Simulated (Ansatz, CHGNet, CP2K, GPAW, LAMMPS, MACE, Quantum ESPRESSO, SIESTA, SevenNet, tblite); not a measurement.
**Other levels on glassy 54P2O5-23K2O-23MgO (mol %) (64 atoms)**

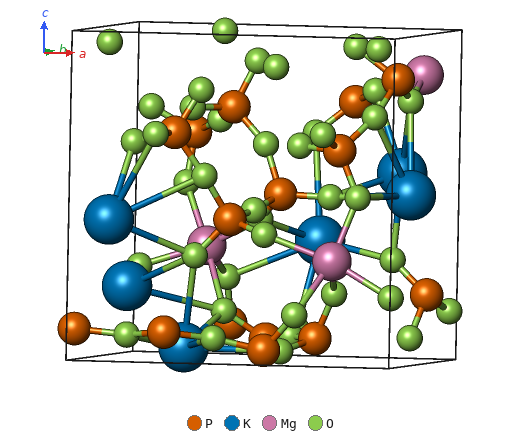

The cell (phosphorus orange, potassium blue, magnesium pink, oxygen green). Bonds to atoms that aren't drawn are left out. Some periodic images of atoms are drawn too.

Density of this cell: 2.49 g/cm³. The cell holds 64 atoms: 14 P, 6 K, 3 Mg and 41 O. Its edges and angles: a = 9.764 Å, b = 9.764 Å, c = 9.764 Å, α = 90.0°, β = 90.0°, γ = 90.0°. 64 atoms (14 P, 6 K, 3 Mg, 41 O) placed at random at 2.49 g/cm³, melted at 4000 K for 10 ps at fixed volume with the Morse and Coulomb pair potential with partial charges (Pedone, Malavasi, Menziani, Cormack and Segre, J. Phys. Chem. B 110, 11780 (2006)). Quenched from 4000 K to 300 K at 6 K/ps and fixed volume, held 10 ps at zero pressure, then minimised at fixed cell.

Geometry: as built.

The reference, a calculation:

```
method                                           : Kohn-Sham DFT, PBE, SSSP efficiency 1.3.0 pseudopotentials, plane waves (Quantum ESPRESSO 7.5); sssp-pbe-1.3.0-efficiency, cutoffs 60/480 Ry, Γ point
r.m.s. force component                           : 1.276 eV/Å
longest force                                    : 6.313 eV/Å
pressure                                         : 4.191 GPa
gap (highest filled to lowest empty level) : 3.541 eV
time                                             : 6.2 min on 2 MPI ranks of AMD EPYC 7R13 (Zen 3), shared host
CPU time                                         : 12 min
```

Q: Estimate the differences from the reference, the CPU time and the memory of each run.
- CP2K PBE, DZVP-MOLOPT-SR, 1200/50 Ry, TRS4 filter 1e-05, SCF 1e-06 (CP2K 2026.2; 2 threads)
- CP2K PBE, DZVP-MOLOPT-SR, 420/50 Ry, OT DIIS (CP2K 2026.2; 2 threads)
- CP2K PBE, DZVP-MOLOPT-SR, 1200/50 Ry, OT DIIS (CP2K 2026.2; 2 threads)
- tblite GFN1-xTB (tblite 0.8.0; 1 thread)
- CHGNet 0.3.0 potential (CHGNet 0.3.0; 1 thread)
- GPAW PBE, LCAO sz(dzp), h 0.18 Å (GPAW 26.7.0; 1 thread)
- SevenNet 0 potential (SevenNet 0; 1 thread)
- MACE MP-0b3 medium potential (MACE MP-0b3 medium; 1 thread)
- GPAW PBE, LCAO dzp, h 0.25 Å (GPAW 26.7.0; 1 thread)
- SIESTA PBE, DZP, shift 0.001 Ry, mesh 500 Ry (SIESTA 5.4.2; 4 MPI ranks)

Differences are against the plane-wave reference, forces as r.m.s. over components; share is that over the reference's r.m.s. force, slope the least-squares factor from reference forces to these. Total energies of different programs have different zeros and aren't compared.

| run | Δ force, r.m.s. (meV/Å) | share (%) | slope | Δ pressure (GPa) | Δ gap (eV) | cores | CPU time | memory (GiB) |
| --- | --- | --- | --- | --- | --- | --- | --- | --- |
| reference | - | - | - | - | - | 2 | 12 min | 2.6 |
| CP2K PBE, DZVP-MOLOPT-SR, 1200/50 Ry, TRS4 filter 1e-05, SCF 1e-06 | 226 | 17.7 | 1.098 | 0.686 | - | 2 | 5.6 min | 3.6 |
| CP2K PBE, DZVP-MOLOPT-SR, 420/50 Ry, OT DIIS (coarse) | 452 | 35.4 | 1.089 | 0.654 | -0.242 | 2 | 8.2 min | 0.95 |
| CP2K PBE, DZVP-MOLOPT-SR, 1200/50 Ry, OT DIIS | 202 | 15.9 | 1.085 | 0.570 | -0.235 | 2 | 17 min | 3.7 |
| tblite GFN1-xTB | 1321 | 104 | 1.050 | 1.84 | - | 1 | 4.8 s | 0.11 |
| CHGNet 0.3.0 potential | 254 | 19.9 | 0.943 | -0.447 | - | 1 | 8.1 s | 0.85 |
| GPAW PBE, LCAO sz(dzp), h 0.18 Å (coarse) | 3161 | 248 | 1.460 | - | -1.26 | 1 | 96 s | 1.1 |
| SevenNet 0 potential | 167 | 13.1 | 0.937 | -1.3 | - | 1 | 18 s | 0.79 |
| MACE MP-0b3 medium potential | 168 | 13.2 | 0.917 | -1.31 | - | 1 | 17 s | 0.91 |
| GPAW PBE, LCAO dzp, h 0.25 Å (coarse) | 554 | 43.4 | 1.195 | - | -0.345 | 1 | 1.8 min | 0.63 |
| SIESTA PBE, DZP, shift 0.001 Ry, mesh 500 Ry | 278 | 21.8 | 1.132 | 3.24 | -0.312 | 4 | 15 min | 3.8 |

Rows marked coarse were listed beforehand as settings not expected to be converged; some can still land near the reference.

Times of the machine-learned potentials are mostly Python's start and the loading of weights.

CPU time is summed over cores on a shared host, where runs went side by side, so it is rough. Symmetry, cutoffs, thresholds, outputs and thread counts weren't matched or tuned between programs; memory under MPI is the largest rank's times the ranks.

The PBE runs in local orbitals, coarse settings apart, differ by 16 % (CP2K PBE, DZVP-MOLOPT-SR, 1200/50 Ry, OT DIIS) to 22 % (SIESTA PBE, DZP, shift 0.001 Ry, mesh 500 Ry); basis, grid and potentials can all enter. Tight binding differs by 104 % (tblite GFN1-xTB); it is another model, with fitted parameters of its own, and the xTB methods hold dispersion. Machine-learned potentials differ by 13 % (SevenNet 0 potential) to 20 % (CHGNet 0.3.0 potential); they were trained on other programs' data. Runs with settings chosen to be coarse differ by 35 % (CP2K PBE, DZVP-MOLOPT-SR, 420/50 Ry, OT DIIS) to 248 % (GPAW PBE, LCAO sz(dzp), h 0.18 Å), their programs' other errors included. Periodic xTB results under one method name differ between programs and library versions. Machine-learned potentials mimic data converged in k, so the reference's own k-point error enters their differences. The network of bonds at the start is that of the classical potential that made the cell, and needn't be the one that DFT or experiment would give. The electronic-structure runs sample only Γ, in a cell whose shortest periodic width is 10 Å.

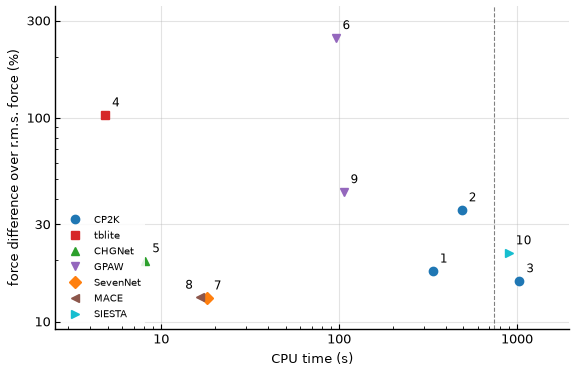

Force difference against CPU time; the dashed line marks the reference's time. Points: 1 CP2K PBE, DZVP-MOLOPT-SR, 1200/50 Ry, TRS4 filter 1e-05, SCF 1e-06; 2 CP2K PBE, DZVP-MOLOPT-SR, 420/50 Ry, OT DIIS; 3 CP2K PBE, DZVP-MOLOPT-SR, 1200/50 Ry, OT DIIS; 4 tblite GFN1-xTB; 5 CHGNet 0.3.0 potential; 6 GPAW PBE, LCAO sz(dzp), h 0.18 Å; 7 SevenNet 0 potential; 8 MACE MP-0b3 medium potential; 9 GPAW PBE, LCAO dzp, h 0.25 Å; 10 SIESTA PBE, DZP, shift 0.001 Ry, mesh 500 Ry.

[Logs are printed without paths, hosts, clocks, repeated set-up lines and the standing remarks that a program may print on its own settings, such as how far it seeks lower states.]

[Hosts, paths, dates, database ids (printed as entryN), source tags and the programs' standing remarks are cut or masked in the printed files.]
